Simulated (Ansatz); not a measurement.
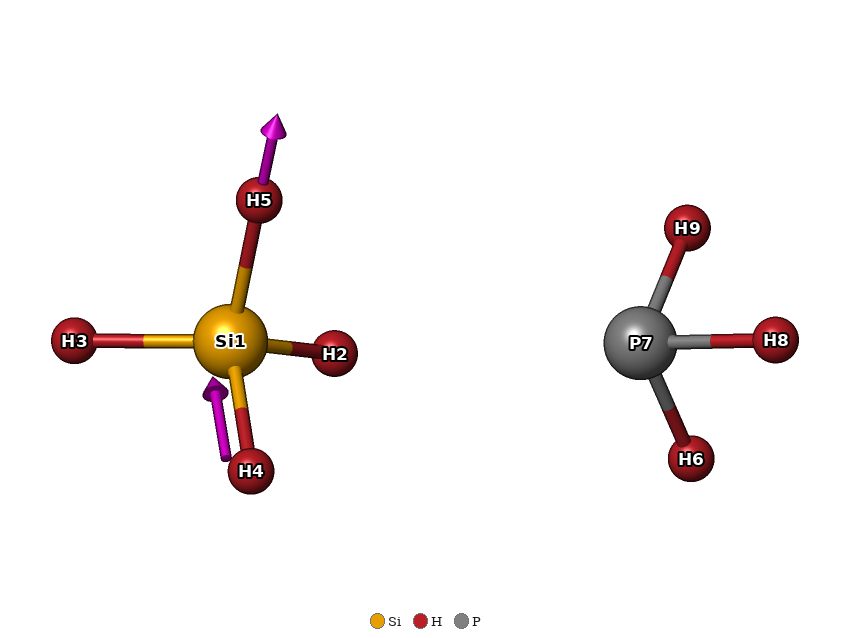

The arrows show one normal mode. Harmonic vibrations computed with RKS PBE0-D4/def2-TZVP (Ansatz 0.2.0) at a stationary point of the same level.

Describe the motion.

Mostly out-of-phase stretching of 2 Si–H bonds.

At what wavenumber does it lie?

2252 cm⁻¹; it is mode 18 of 21 counted from the lowest.
